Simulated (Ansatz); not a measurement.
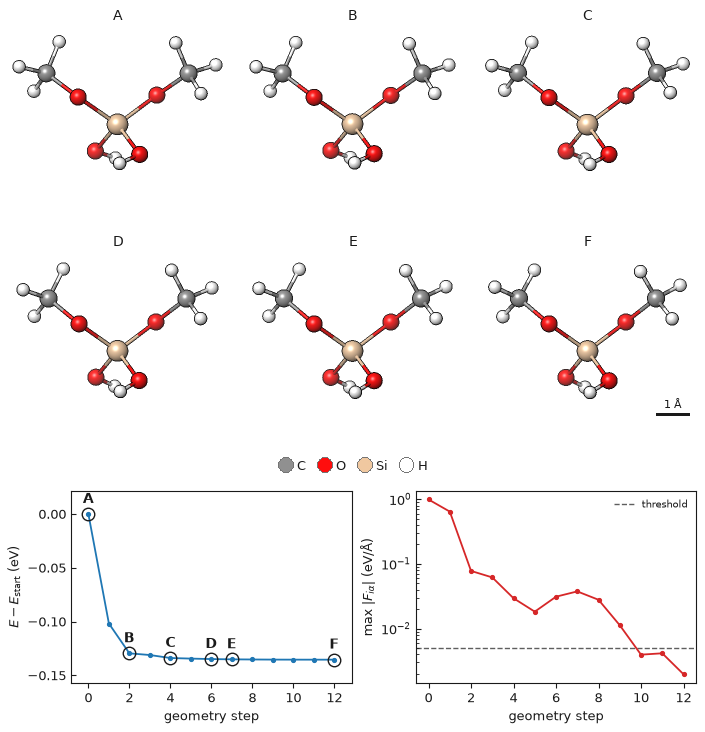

Frames of a relaxation of C2H8O4Si, marked on the history of the run. A ball-and-stick model, seen face on.

The start comes from PBE-D4/def2-SVP.

Theory: RKS PBE0-D4/def2-TZVP (Ansatz 0.2.0). (force threshold 0.005 eV/Å; at most 150 steps)

### Describe the path.

The largest moves after the best rigid fit, 0.25 Å, are those of H atoms. By element the largest moves are H 0.25 Å, C 0.09 Å, O 0.05 Å, Si 0.02 Å. Near-neighbour distances that change, for instance: O–Si 1.663 → 1.630 Å, C–H 1.110 → 1.091 Å, H–O 0.973 → 0.958 Å, C–O 1.418 → 1.412 Å. Bond angles that change, for instance: Si–O–H 113.7° → 116.8°. Over 12 geometry steps the energy falls by 0.135 eV. Largest force component: 0.99 eV/Å at the start, 0.002 eV/Å at the end. The run took 100 s on 4 threads of Arm Neoverse V1 (shared host). From step 0 to 2: H atoms move most (0.06 Å), energy −0.129 eV. From step 2 to 4: H atoms move most (0.05 Å), energy −0.004 eV. From step 4 to 6: H atoms move most (0.07 Å), energy −0.001 eV. From step 6 to 7: H atoms move most (0.05 Å), energy 0.000 eV. From step 7 to 12: H atoms move most (0.05 Å), energy 0.000 eV.

| step | E − E(0), eV | largest force component, eV/Å |
| --- | --- | --- |
| 0 | 0.0000 | 0.9915 |
| 1 | -0.1018 | 0.6439 |
| 2 | -0.1295 | 0.0779 |
| 3 | -0.1310 | 0.0618 |
| 4 | -0.1338 | 0.0294 |
| 5 | -0.1344 | 0.0183 |
| 6 | -0.1348 | 0.0311 |
| 7 | -0.1350 | 0.0376 |
| 8 | -0.1352 | 0.0279 |
| 9 | -0.1353 | 0.0113 |
| 10 | -0.1353 | 0.0039 |
| 11 | -0.1353 | 0.0041 |
| 12 | -0.1354 | 0.0020 |
